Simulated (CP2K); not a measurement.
**GFN1-xTB run of C3H2ClF (SMILES C=C=C(F)Cl)**

What is the energy change on altering one bond length of C3H2ClF at GFN1-xTB? 

Program for the calculation: CP2K 2026.2.

## (1) The system as given

C3H2ClF has 7 atoms, charge 0, and is taken as a singlet. SMILES: `C=C=C(F)Cl`. Geometry: relaxed at GFN2-xTB.

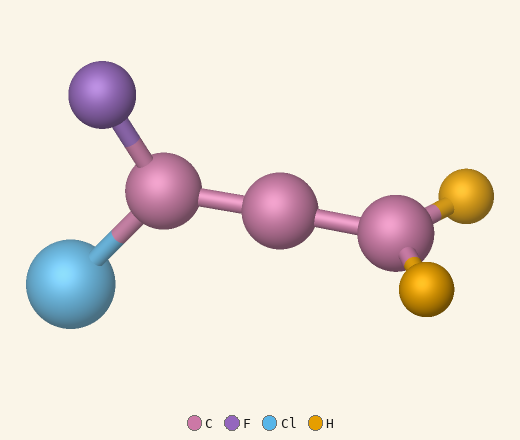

Viewed from a chosen angle; carbon pink, fluorine purple, chlorine blue, hydrogen amber.

## (2) Energy and gradient at GFN1-xTB

File mol.inp:

```
&FORCE_EVAL
 METHOD QS
 &DFT
  &QS
   METHOD XTB
   EPS_DEFAULT 1.0E-10
   &XTB
    GFN_TYPE TBLITE
    &TBLITE
     METHOD GFN1
    &END TBLITE
    CHECK_ATOMIC_CHARGES F
   &END XTB
  &END QS
  &POISSON
   PERIODIC NONE
   POISSON_SOLVER ANALYTIC
  &END POISSON
  &SCF
   SCF_GUESS ATOMIC
   EPS_SCF 1.0E-06
   MAX_SCF 150
   ADDED_MOS 2
   &DIAGONALIZATION
    ALGORITHM STANDARD
   &END DIAGONALIZATION
   &MIXING
    METHOD DIRECT_P_MIXING
    ALPHA 0.4
   &END MIXING
  &END SCF
  &PRINT
   &MOMENTS
    PERIODIC F
    REFERENCE COM
    MAX_MOMENT 1
   &END MOMENTS
   &MO ON
    ENERGIES T
    OCCUPATION_NUMBERS T
    NDIGITS 6
    &EACH
     QS_SCF 0
    &END EACH
    ADD_LAST NUMERIC
   &END MO
   &HIRSHFELD OFF
   &END HIRSHFELD
  &END PRINT
 &END DFT
 &SUBSYS
  &CELL
   ABC 14.1 16.1 15.5
   PERIODIC NONE
  &END CELL
  &COORD
   C      7.008785     6.517565     8.873355
   C      7.367795     7.457625     8.059315
   C      7.733245     8.416095     7.265905
   F      8.118705     8.215465     5.994665
   Cl     7.772495    10.087265     7.717535
   H      7.723015     6.012735     9.505335
   H      5.981295     6.197685     8.951415
  &END COORD
 &END SUBSYS
 &PRINT
  &FORCES ON
  &END FORCES
 &END PRINT
&END FORCE_EVAL

&GLOBAL
 PROJECT_NAME mol
 RUN_TYPE ENERGY_FORCE
 PRINT_LEVEL MEDIUM
&END GLOBAL
```

Run with:

```bash
OMP_NUM_THREADS=1 cp2k.psmp -i mol.inp > mol.out 2>&1
```

Log:

```text
CP2K| version string:                                       CP2K version 2026.2
[...]
 GLOBAL| Method name                                                        CP2K
[...]
 GLOBAL| Run type                                                   ENERGY_FORCE
[...]
                             - Atoms:                                          7
[...]
                             - Spherical basis functions:                     29
[...]
 Number of electrons:                                                         28
[...]
  *** SCF run converged in    11 steps ***
[...]
  Fermi energy:                                                -0.31323617186835
[...]
 TB_DIPOLE| Moment [Debye]         -0.70248222      -1.05741648       1.83883125
 TB_DIPOLE| Derivative [a.u.]       0.00000000       0.00000000       0.00000000
[...]
 ENERGY| Total FORCE_EVAL ( QS ) energy [hartree]            -16.732187781638203
 FORCES| Atomic forces [hartree/bohr]
 FORCES|   Atom     x               y               z               |f|
 FORCES|      1 -1.05561793E-03 -2.30526758E-03  2.34973844E-03   3.45685675E-03
 FORCES|      2  3.52967366E-03  5.54542322E-03 -8.56279496E-03   1.07949883E-02
 FORCES|      3  1.70309491E-03  8.56726402E-03 -2.78302301E-03   9.16753851E-03
 FORCES|      4 -2.34912377E-03  3.81832518E-04  7.51071738E-03   7.87877237E-03
 FORCES|      5  1.12414111E-04 -7.32446133E-03 -2.87897132E-03   7.87075895E-03
 FORCES|      6  1.08577263E-03 -2.66517111E-03  2.81820508E-03   4.02794229E-03
 FORCES|      7 -3.02621361E-03 -2.19961974E-03  1.54612839E-03   4.04806235E-03
 FORCES| Sum     7.80625564E-17  6.50521303E-18 -8.84708973E-17
 FORCES| Total atomic force                                       1.18165901E-16
[...]
```

Run time: 0.28 s. Hardware: 1 thread of Arm Neoverse V1, shared host.

## (3) The distorted shape, same level

File qs.inp:

```
&GLOBAL
 PROJECT_NAME qs
 RUN_TYPE ENERGY_FORCE
 PRINT_LEVEL MEDIUM
&END

&FORCE_EVAL
 METHOD Quickstep
 &DFT
  &QS
   METHOD XTB
   EPS_DEFAULT 1.0E-10
   &XTB
    GFN_TYPE TBLITE
    &TBLITE
     METHOD GFN1
    &END
    CHECK_ATOMIC_CHARGES F
   &END
  &END
  &POISSON
   PERIODIC NONE
   POISSON_SOLVER ANALYTIC
  &END
  &SCF
   SCF_GUESS ATOMIC
   EPS_SCF 1.0E-06
   MAX_SCF 150
   ADDED_MOS 2
   &DIAGONALIZATION
    ALGORITHM STANDARD
   &END
   &MIXING
    METHOD DIRECT_P_MIXING
    ALPHA 0.4
   &END
  &END
  &PRINT
   &MOMENTS
    PERIODIC F
    REFERENCE COM
    MAX_MOMENT 1
   &END
   &MO ON
    ENERGIES T
    OCCUPATION_NUMBERS T
    NDIGITS 6
    &EACH
     QS_SCF 0
    &END
    ADD_LAST NUMERIC
   &END
   &HIRSHFELD OFF
   &END
  &END
 &END
 &SUBSYS
  &CELL
   ABC 14.2 16.1 15.8
   PERIODIC NONE
  &END
  &COORD
   C      7.020232     6.517565     9.150502
   C      7.379242     7.457625     8.336462
   C      7.744692     8.416095     7.543052
   F      8.207258     8.175332     6.017518
   Cl     7.783942    10.087265     7.994682
   H      7.734462     6.012735     9.782482
   H      5.992742     6.197685     9.228562
  &END
 &END
 &PRINT
  &FORCES ON
  &END
 &END
&END
```

Run with:

```bash
OMP_NUM_THREADS=1 cp2k.psmp -i qs.inp > qs.out 2>&1
```

Log:

```text
CP2K| version string:                                       CP2K version 2026.2
[...]
 GLOBAL| Method name                                                        CP2K
[...]
 GLOBAL| Run type                                                   ENERGY_FORCE
[...]
                             - Atoms:                                          7
[...]
                             - Spherical basis functions:                     29
[...]
 Number of electrons:                                                         28
[...]
  *** SCF run converged in    13 steps ***
[...]
  Fermi energy:                                                -0.34281166615206
[...]
 TB_DIPOLE| Moment [Debye]         -1.08801756      -0.90310239       3.09225947
 TB_DIPOLE| Derivative [a.u.]       0.00000000       0.00000000       0.00000000
[...]
 ENERGY| Total FORCE_EVAL ( QS ) energy [hartree]            -16.701970768770128
 FORCES| Atomic forces [hartree/bohr]
 FORCES|   Atom     x               y               z               |f|
 FORCES|      1 -1.37039610E-03 -4.96761539E-03  2.40660518E-03   5.68743674E-03
 FORCES|      2  1.02480930E-02  1.21286813E-02 -2.70256558E-02   3.13450856E-02
 FORCES|      3  1.60886369E-02  6.76312972E-03 -4.83770843E-02   5.14288484E-02
 FORCES|      4 -2.49647724E-02  1.05907044E-02  8.14702180E-02   8.58650063E-02
 FORCES|      5  1.86730165E-03 -2.10793168E-02 -1.30837111E-02   2.48798696E-02
 FORCES|      6  1.02519902E-03 -1.94646932E-03  2.89651029E-03   3.63724452E-03
 FORCES|      7 -2.89406199E-03 -1.48911391E-03  1.71311783E-03   3.67801954E-03
 FORCES| Sum    -2.81892565E-17  1.58293517E-16 -1.66750294E-16
 FORCES| Total atomic force                                       2.31640092E-16
[...]
```

Wall time 0.28 s (1 thread of Arm Neoverse V1, shared host).

## (4) What came out

Level: GFN1-xTB.

| quantity | value |
| --- | --- |
| first shape: total energy | -16.73219 Eh |
| first shape: dipole moment (from atomic charges alone) | 2.23 D |
| first shape: HOMO energy | -11.72 eV |
| first shape: LUMO energy | -7.63 eV |
| first shape: HOMO–LUMO gap | 4.09 eV |
| first shape: largest force on an atom | 0.555 eV/Å |
| distorted shape: total energy | -16.70197 Eh |
| distorted shape: dipole moment (from atomic charges alone) | 3.40 D |
| distorted shape: HOMO energy | -11.99 eV |
| distorted shape: LUMO energy | -8.43 eV |
| distorted shape: HOMO–LUMO gap | 3.56 eV |
| distorted shape: largest force on an atom | 4.415 eV/Å |
| energy change with the C3–F4 bond stretched from 1.343 to 1.612 Å | 0.822 eV |

What this shows: With the C3–F4 bond stretched from 1.343 to 1.612 Å the energy rises by 0.82 eV (79.3 kJ/mol). The first shape isn't relaxed at this level, so the change isn't measured from a minimum. The largest force (first shape) is 0.56 eV/Å: the shape isn't a stationary point for this species at this level. The dipole (first shape) comes from point charges on the atoms alone, without atomic dipoles, so it is partial. The dipole (distorted shape) comes from point charges on the atoms alone, without atomic dipoles, so it is partial.
